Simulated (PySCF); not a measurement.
**EPR calculation of C₄H₇OSSi**

The run: EPR calculation of C₄H₇OSSi, multiplicity 2. Method and program: UKS B3LYP, pcH-1 on C H O S Si, non-relativistic, mean-field spin-orbit, GIAO (PySCF 2.14.0).

It belongs to a series of runs on one base structure; here: H removed from sp3 C.

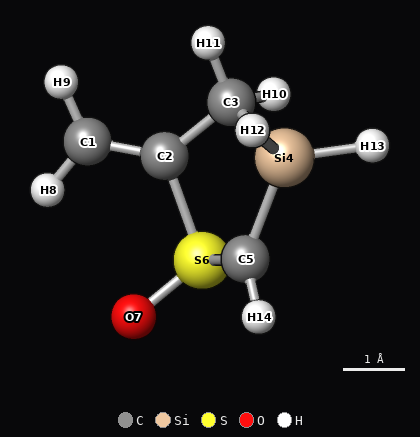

Figure 1. The structure as given in the input (ball-and-stick view, seen at a tilt; atoms are numbered from 1 in the order of the input).

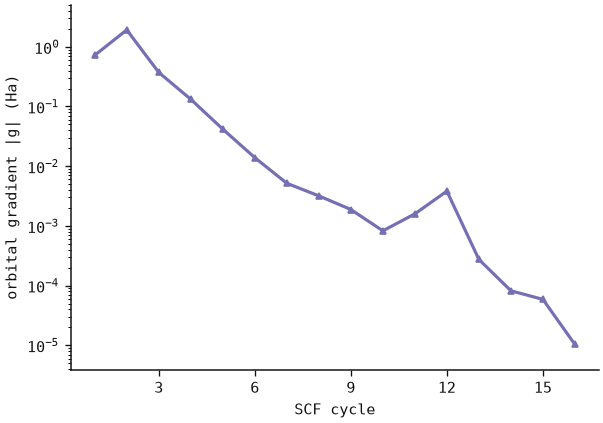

Figure 2. Convergence of the self-consistent field: orbital gradient |g| against the SCF cycle. All cycles printed in the log are drawn one after another.

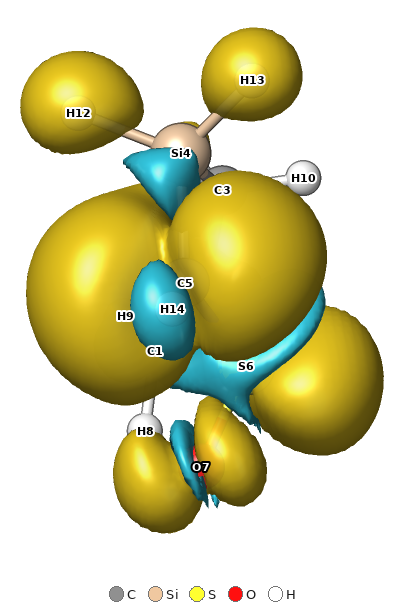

Figure 3. Isosurfaces of the spin density (α minus β) at +0.004 (yellow) and −0.004 e/Å³ (cyan), seen at an oblique angle. The unpaired spin (1 electron) lies mostly on C5 (about 0.6), S6 (about 0.2) and Si4 (about 0.1), in electrons by Hirshfeld's partition.

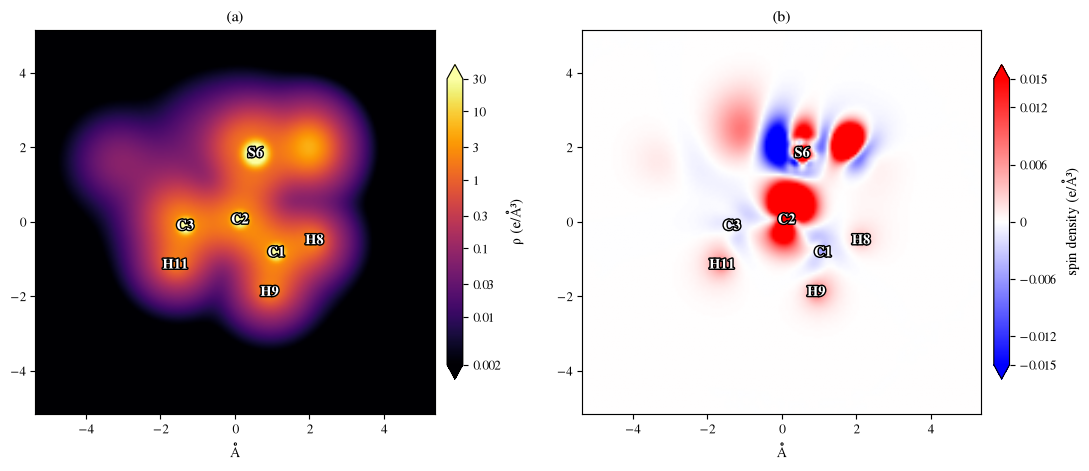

Figure 4. (a) electron density; (b) spin density (α minus β) on the plane of atoms C2, C1 and H9. Atoms in the plane: C, S and H. C–C (1.32 Å): ρ is about 2.4 e/Å³ halfway. C–H (1.08 Å): ρ at the midpoint is about 2.1 e/Å³. C–C (1.48 Å): ρ is about 1.8 e/Å³ halfway. C–S (1.84 Å): ρ is about 1.3 e/Å³ halfway. The unpaired spin (1 electron) lies mostly on C5 (about 0.6), S6 (about 0.2) and Si4 (about 0.1), in electrons by Hirshfeld's partition.

These pictures come from the run below.

**Input file**
```
{"job": {"kind": "epr", "basis": "pcH-1"}, "charge": 0, "multiplicity": 2}
C      2.048935     0.156809     0.632571
C      0.947627     0.071948    -0.081548
C      0.200278    -1.094720    -0.594680
Si    -1.637942    -0.800444    -0.123363
C     -1.453600     1.023080     0.106251
S      0.058996     1.619544    -0.520113
O      0.572231     2.732493     0.280771
H      2.425974     1.119132     0.938292
H      2.606346    -0.711274     0.945241
H      0.297062    -1.130567    -1.680896
H      0.614246    -2.020194    -0.198851
H     -1.958908    -1.477298     1.136667
H     -2.518223    -1.249018    -1.208304
H     -2.203701     1.760035     0.330861
```

The first line tells a small driver script what to run in PySCF; the rest is the geometry in Å.

Launched with:
```bash
OMP_NUM_THREADS=1 python <driver script> task.json out
```

**What the program printed**
```
UKS, coarse grid
  cycle   1  E = -919.25136332  |g| = 7.21e-01
  cycle   2  E = -917.71864958  |g| = 1.92e+00
  cycle   3  E = -919.37309673  |g| = 3.72e-01
  cycle   4  E = -919.43793708  |g| = 1.32e-01
  cycle   5  E = -919.44625180  |g| = 4.17e-02
  cycle   6  E = -919.44705764  |g| = 1.39e-02
  cycle   7  E = -919.44718933  |g| = 5.17e-03
  cycle   8  E = -919.44721088  |g| = 3.18e-03
  cycle   9  E = -919.44721813  |g| = 1.88e-03
  cycle  10  E = -919.44722094  |g| = 8.26e-04
UKS, final grid
  cycle   1  E = -919.44728028  |g| = 1.59e-03
  cycle   2  E = -919.44727508  |g| = 3.82e-03
  cycle   3  E = -919.44728157  |g| = 2.74e-04
  cycle   4  E = -919.44728161  |g| = 8.18e-05
  cycle   5  E = -919.44728163  |g| = 5.87e-05
  cycle   6  E = -919.44728163  |g| = 1.03e-05
E = -919.44728163 Eh   <S^2> = 0.7565 (exact 0.7500)
g shifts (ppm)      1          2          3
  rmc          -157       -157       -157
  gc              5         39         48
  oz_so        -455        332       3691
  total        -607        214       3581
hyperfine (MHz)  atom isotope    a_iso     a_fc   dipolar eigenvalues
    0   13C      -3.09      -3.10     -2.74      0.50      2.24
    1   13C      47.01      47.03     -6.96     -4.15     11.11
    2   13C      -1.07      -1.07     -0.83     -0.56      1.38
    3  29Si      35.36      35.42     -2.88      0.48      2.40
    4   13C      76.88      76.72    -65.70    -64.58    130.28
    5   33S      62.94      63.07    -12.25    -10.29     22.53
    6   17O      -5.74      -5.63    -25.95     12.27     13.68
    7    1H       3.85       3.85     -1.69     -1.42      3.11
    8    1H       7.59       7.59     -1.15     -0.64      1.79
    9    1H      -0.05      -0.05     -1.91     -1.38      3.29
   10    1H       8.76       8.76     -1.43     -1.11      2.54
   11    1H      55.65      55.65     -3.03     -1.70      4.73
   12    1H      41.67      41.67     -2.64     -1.65      4.29
   13    1H     -46.88     -46.95    -30.84     -1.15     31.99
```

**Key numbers**

- outcome: converged
- total energy: −919.447282 hartree
- ⟨S²⟩: 0.757
- isotropic g: 2.0034
- hardware: 1 CPU thread, shared host
- wall time: 94 s
- peak memory: 0.97 GiB
